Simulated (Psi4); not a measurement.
# singlet AlNH3O+ at 5 levels

Aim: a comparison of 5 runs (HF/STO-3G, M06-L/def2-SVPD, PBE0/def2-SVPD, TPSSh/def2-SVPD, wB97X-V/def2-SVPD) of singlet AlNH3O+. 

The calculation is run with Psi4 1.11.

**1. Starting point**

AlNH3O+: 6 atoms, total charge +1, spin state singlet. SMILES of the parent species: `[NH2][Al][OH]`. The shape is that of a PBE0-D4/def2-TZVP optimisation. This is one conformer, not always the lowest. That shape belongs to the parent species and isn't relaxed for this state.

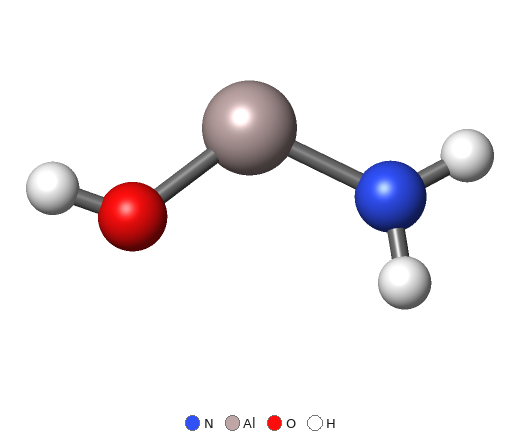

Viewed from a chosen angle; nitrogen blue, aluminium light grey, oxygen red, hydrogen white.

**2. Energy and forces at HF/STO-3G (run 1)**

Contents of input.dat:

```
memory 2.2 GB

molecule {
  1 1
  N     -0.923900     0.240200    -0.760800
  Al     0.595200     0.601300     0.070700
  O      1.194100    -0.618500     1.101200
  H     -1.434300    -0.623600    -0.657200
  H     -1.394700     0.861600    -1.396800
  H      2.005700    -0.525100     1.596800
  symmetry c1
  no_reorient
  no_com
}

set {
  basis         STO-3G
  reference     rhf
  puream        true
  e_convergence 1e-09
  d_convergence 1e-08
  scf_type      pk
}

gradient('hf')
```

The run is started by

```bash
$ psi4 input.dat output.dat -n 1
```

output.dat:

```text
[...]
  Running in c1 symmetry.
[...]
  Nuclear repulsion =   93.731213434316217
[...]
  Multiplicity = 1
[...]
  Nalpha       = 15
  Nbeta        = 15
[...]
    Number of basis functions: 22
[...]
   @RHF iter   1:  -368.03637796459452   -1.99768e+00   1.82080e-02 DIIS/ADIIS
[...]
   @RHF iter  12:  -368.18468533728696    2.27374e-13   2.70263e-09 DIIS
[...]
    Orbital Energies [Eh]
    ---------------------
    Doubly Occupied:
       1A    -58.160220     2A    -20.462754     3A    -15.454380
       4A     -5.077087     5A     -3.304674     6A     -3.304361
       7A     -3.302864     8A     -1.463061     9A     -1.234578
      10A     -0.821380    11A     -0.767506    12A     -0.698000
      13A     -0.627368    14A     -0.610987    15A     -0.521288
[...]
  @RHF Final Energy:  -368.18468533728696
   => Energetics <=
    Nuclear Repulsion Energy =             93.7312134343162171
    One-Electron Energy =                -692.2107831648021374
    Two-Electron Energy =                 230.2948843931989416
    Total Energy =                       -368.1846853372869646
[...]
 Multipole Moments:
 ------------------------------------------------------------------------------------
     Multipole            Electronic (a.u.)      Nuclear  (a.u.)        Total (a.u.)
 ------------------------------------------------------------------------------------
 L = 1.  Multiply by 2.5417464519 to convert [e a0] to [Debye]
 Dipole X            :        -17.2072178           18.8968833            1.6896655
 Dipole Y            :         -6.0857385            8.0562804            1.9705419
 Dipole Z            :         -7.3749646            7.4566703            0.0817057
 Magnitude           :                                                    2.5970523
[...]
  -Total Gradient:
     Atom            X                  Y                   Z
    ------   -----------------  -----------------  -----------------
       1       -0.056230528859    -0.041836346161    -0.016093122223
       2        0.049305764305     0.083713566907    -0.010149714658
       3        0.037219936184    -0.040144293871     0.045646291362
       4       -0.002069185246     0.012160024845    -0.007658347517
       5        0.006598835327    -0.006806984460     0.007932517178
       6       -0.034824821710    -0.007085967262    -0.019677624143
[...]
```

Wall time 1.6 s (1 thread of Intel Xeon Platinum 8488C (Sapphire Rapids), shared host); peak memory 0.18 GiB.

**3. Energy and forces at M06-L/def2-SVPD (run 2)**

Contents of alh3no.dat:

```
memory 2200 MB

molecule mol {
  1 1
  N     -0.923900     0.240200    -0.760800
  Al     0.595200     0.601300     0.070700
  O      1.194100    -0.618500     1.101200
  H     -1.434300    -0.623600    -0.657200
  H     -1.394700     0.861600    -1.396800
  H      2.005700    -0.525100     1.596800
  units angstrom
  symmetry c1
  no_reorient
  no_com
}

set basis def2-SVPD
set puream true
set e_convergence 1e-09
set d_convergence 1e-08
set scf_type pk
set dft_radial_points 99
set dft_spherical_points 590

gradient('m06-l')
```

The run is started by

```bash
$ psi4 -n 1 alh3no.dat alh3no.out
```

alh3no.out:

```text
[...]
  Running in c1 symmetry.
[...]
  Nuclear repulsion =   93.731213434316217
[...]
  Multiplicity = 1
[...]
  Nalpha       = 15
  Nbeta        = 15
[...]
    Number of basis functions: 91
[...]
   @RKS iter   1:  -373.25192118992504    1.47217e-01   1.22648e-02 ADIIS/DIIS
[...]
   @RKS iter  14:  -373.77997452467901   -1.81899e-12   3.81461e-09 DIIS
[...]
    Orbital Energies [Eh]
    ---------------------
    Doubly Occupied:
       1A    -56.065163     2A    -19.201345     3A    -14.377970
       4A     -4.413500     5A     -2.923257     6A     -2.922040
       7A     -2.914746     8A     -1.167451     9A     -0.998895
      10A     -0.692656    11A     -0.647149    12A     -0.602295
      13A     -0.545816    14A     -0.514623    15A     -0.444149
[...]
  @RKS Final Energy:  -373.77997452467901
   => Energetics <=
    Nuclear Repulsion Energy =             93.7312134343162171
    One-Electron Energy =                -695.7469953820286719
    Two-Electron Energy =                 263.2729799899149157
    DFT Exchange-Correlation Energy =     -35.0371725668815373
    Empirical Dispersion Energy =           0.0000000000000000
    VV10 Nonlocal Energy =                  0.0000000000000000
    Total Energy =                       -373.7799745246790053
[...]
 Multipole Moments:
 ------------------------------------------------------------------------------------
     Multipole            Electronic (a.u.)      Nuclear  (a.u.)        Total (a.u.)
 ------------------------------------------------------------------------------------
 L = 1.  Multiply by 2.5417464519 to convert [e a0] to [Debye]
 Dipole X            :        -17.4827691           18.8968833            1.4141142
 Dipole Y            :         -6.1390367            8.0562804            1.9172437
 Dipole Z            :         -7.5320669            7.4566703           -0.0753966
 Magnitude           :                                                    2.3835325
[...]
  -Total Gradient:
     Atom            X                  Y                   Z
    ------   -----------------  -----------------  -----------------
       1       -0.025562102490    -0.031169112231    -0.001048185491
       2        0.035022408568     0.051114596103    -0.002902735107
       3       -0.004435747772    -0.032573446497     0.013831011016
       4       -0.001485728148     0.008226516396    -0.005238427908
       5        0.004826166763    -0.002909926199     0.004734425726
       6       -0.008534507071     0.007407407830    -0.009539192461
[...]
```

Wall time 50 s (1 thread of Intel Xeon Platinum 8488C (Sapphire Rapids), shared host); peak memory 1.3 GiB.

Runs 3 to 4 aren't shown in full; the table further down has their settings and results.

**4. The energy at wB97X-V/def2-SVPD (run 5)**

Contents of alh3no.json:

```json
{
  "schema_name": "qcschema_input",
  "schema_version": 1,
  "molecule": {
    "schema_name": "qcschema_molecule",
    "schema_version": 2,
    "symbols": ["N", "Al", "O", "H", "H", "H"],
    "geometry": [-1.74591797, 0.45391222, -1.43770364, 1.12476499, 1.13629232, 0.13360364, 2.25652197, -1.16879561, 2.08096641, -2.71043418, -1.17843321, -1.24192801, -2.63560103, 1.62818803, -2.63956945, 3.79022369, -0.99229519, 3.01751468],
    "molecular_charge": 1,
    "molecular_multiplicity": 1,
    "fix_symmetry": "c1"
  },
  "driver": "energy",
  "model": {
    "method": "wb97x-v",
    "basis": "def2-SVPD"
  },
  "keywords": {
    "reference": "rks",
    "puream": true,
    "e_convergence": 1e-09,
    "d_convergence": 1e-08,
    "scf_type": "pk",
    "dft_radial_points": 99,
    "dft_spherical_points": 590
  }
}
```

The run is started by

```bash
$ psi4 --qcschema alh3no.json -n 1 --memory 2200MB
```

stdout:

```text
[...]
  Running in c1 symmetry.
[...]
  Nuclear repulsion =   93.731213377113235
[...]
  Multiplicity = 1
[...]
  Nalpha       = 15
  Nbeta        = 15
[...]
    Number of basis functions: 91
[...]
   @RKS iter   1:  -373.38811550160096   -3.14369e-01   9.46586e-03 DIIS/ADIIS
[...]
   @RKS iter  12:  -373.71681445687460   -4.77485e-12   3.75096e-09 DIIS
[...]
    Orbital Energies [Eh]
    ---------------------
    Doubly Occupied:
       1A    -56.383824     2A    -19.452006     3A    -14.616961
       4A     -4.562708     5A     -3.112042     6A     -3.110904
       7A     -3.103890     8A     -1.317765     9A     -1.156299
      10A     -0.843157    11A     -0.793456    12A     -0.742439
      13A     -0.686036    14A     -0.662934    15A     -0.580388
[...]
  @RKS Final Energy:  -373.71681445687460
   => Energetics <=
    Nuclear Repulsion Energy =             93.7312133771132352
    One-Electron Energy =                -695.4914234732613068
    Two-Electron Energy =                 253.3443478176229178
    DFT Exchange-Correlation Energy =     -25.4268069266861438
    Empirical Dispersion Energy =           0.0000000000000000
    VV10 Nonlocal Energy =                  0.1258547483366718
    Total Energy =                       -373.7168144568746015
[...]
 Multipole Moments:
 ------------------------------------------------------------------------------------
     Multipole            Electronic (a.u.)      Nuclear  (a.u.)        Total (a.u.)
 ------------------------------------------------------------------------------------
 L = 1.  Multiply by 2.5417464519 to convert [e a0] to [Debye]
 Dipole X            :          2.7600726           -1.9880953            0.7719773
 Dipole Y            :          2.8222973           -1.1262401            1.6960572
 Dipole Z            :          0.3933292           -0.7510462           -0.3577170
 Magnitude           :                                                    1.8975037
[...]
```

The result, in JSON:

```text
{
 "driver": "energy",
 "model": {
  "method": "wb97x-v",
  "basis": "def2-SVPD"
 },
 "success": true,
 "return_result": -373.7168144568746,
 "properties": {
  "calcinfo_nbasis": 91,
  "calcinfo_nmo": 91,
  "calcinfo_nalpha": 15,
  "calcinfo_nbeta": 15,
  "calcinfo_natom": 6,
  "nuclear_repulsion_energy": 93.73121337711324,
  "return_energy": -373.7168144568746,
  "scf_one_electron_energy": -695.4914234732613,
  "scf_two_electron_energy": 253.34434781762292,
  "scf_vv10_energy": 0.12585474833667185,
  "scf_xc_energy": -25.426806926686144,
  "scf_dipole_moment": [0.7719773154525087, 1.6960571908999371, -0.35771700938162576],
  "scf_total_energy": -373.7168144568746,
  "scf_iterations": 12
 }
}
```

Wall time 70 s (1 thread of Intel Xeon Platinum 8488C (Sapphire Rapids), shared host); peak memory 1.2 GiB.

**5. Overview of the runs**

```tsv
run	level	integration grid	task	energy (Eh)	HOMO energy (eV)	LUMO energy (eV)	HOMO–LUMO gap (eV)	wall time
1	HF/STO-3G	–	gradient	-368.184685	-14.18	-3.28	10.90	1.6 s
2	M06-L/def2-SVPD	99 radial × 590 angular	gradient	-373.779975	-12.09	-10.29	1.80	50 s
3	PBE0/def2-SVPD	99 radial × 590 angular	energy	-373.543718	-13.33	-10.04	3.28	14 s
4	TPSSh/def2-SVPD	99 radial × 590 angular	energy	-373.814884	-12.52	-10.28	2.23	47 s
5	wB97X-V/def2-SVPD	99 radial × 590 angular	energy	-373.716814	-15.79	-7.99	7.81	70 s
```

**6. Summary of results**

| quantity | value |
| --- | --- |
| run 5: total energy | -373.71681 Eh |
| run 5: HOMO energy | -15.79 eV |
| run 5: LUMO energy | -7.99 eV |
| run 5: HOMO–LUMO gap | 7.81 eV |

**Reading.** The HOMO–LUMO gap runs from 1.80 eV (M06-L/def2-SVPD) to 10.90 eV (HF/STO-3G). The two ends differ in method and basis. Totals of different functionals can't be ranked against each other. In run 1 the basis is minimal, so the values are rough. All runs together took 3 min, the longest 70 s.
